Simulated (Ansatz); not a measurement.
**F₂GeH₂O₂: basis-set convergence**

Aim: see how fast density functionals converge with the basis set for F₂GeH₂O₂.

The runs use Ansatz 0.2.0, Gaussian basis; one geometry, several basis sets.

Levels to be run: PBE0-D4/def2-SVP; ωB97M-V/def2-SVP; PBE0-D4/def2-QZVPP; ωB97M-V/def2-QZVPP; the functionals' def2-TZVPP values are taken from earlier runs.

## Step 1: The geometry

The geometry comes from an earlier relaxation with PBE0-D4 in a triple-zeta def2 set; it is a stationary point, not always the lowest conformer.

SMILES `[OH][Ge]([OH])([F])[F]`, 7 atoms, charge 0, spin multiplicity 1.

Atoms are counted from 1 here; the program's logs count them from 0.

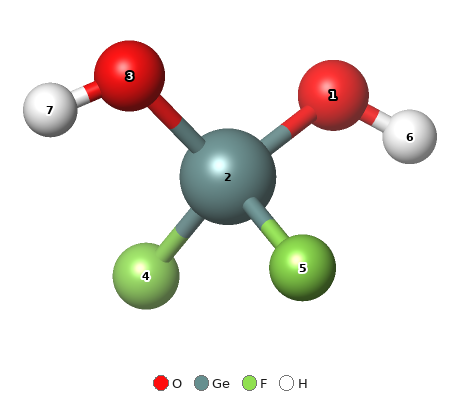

The structure; oxygen red, germanium teal, fluorine green, hydrogen white; atoms are numbered from 1 in the order of the file.

## Step 2: PBE0-D4 in def2-SVP

Input file in.yaml:

```yaml
crystal:
  periodic: [false, false, false]
  atoms:
    - {symbol: O, position_ang: [-1.202025, 0.550211, 0.958761]}
    - {symbol: Ge, position_ang: [-0.006933, -0.013554, -0.161022]}
    - {symbol: O, position_ang: [1.391205, -0.528192, 0.722349]}
    - {symbol: F, position_ang: [-0.573435, -1.311140, -1.130166]}
    - {symbol: F, position_ang: [0.347326, 1.232697, -1.285861]}
    - {symbol: H, position_ang: [-1.781328, 1.218179, 0.581266]}
    - {symbol: H, position_ang: [1.886490, -1.216301, 0.269072]}
basis:
  gaussian: {orbitals: def2-SVP}
hamiltonian: {xc: pbe0, dispersion: d4}
output: {orbitals: {seedname: orbitals}}
```

The runs that follow: ωB97M-V in def2-SVP; PBE0-D4 in def2-QZVPP; ωB97M-V in def2-QZVPP.

Q: Predict the results of all the runs planned. Wanted: PBE0-D4: double and triple zeta above quadruple; ωB97M-V: double and triple zeta above quadruple.

The runs gave:

| quantity | value |
| --- | --- |
| PBE0-D4: double and triple zeta above quadruple | 21.25, 1.80 eV |
| ωB97M-V: double and triple zeta above quadruple | 21.39, 1.73 eV |

In words: For PBE0-D4 the step from double to triple zeta gains 19.45 eV and the next only 1.80 eV. These are total energies; as a rule much of such shifts cancels in differences, which this series doesn't test. The LUMO of ωB97M-V is positive and keeps falling with the basis (1.44 to 0.68 eV): an unbound level that the basis holds in place.
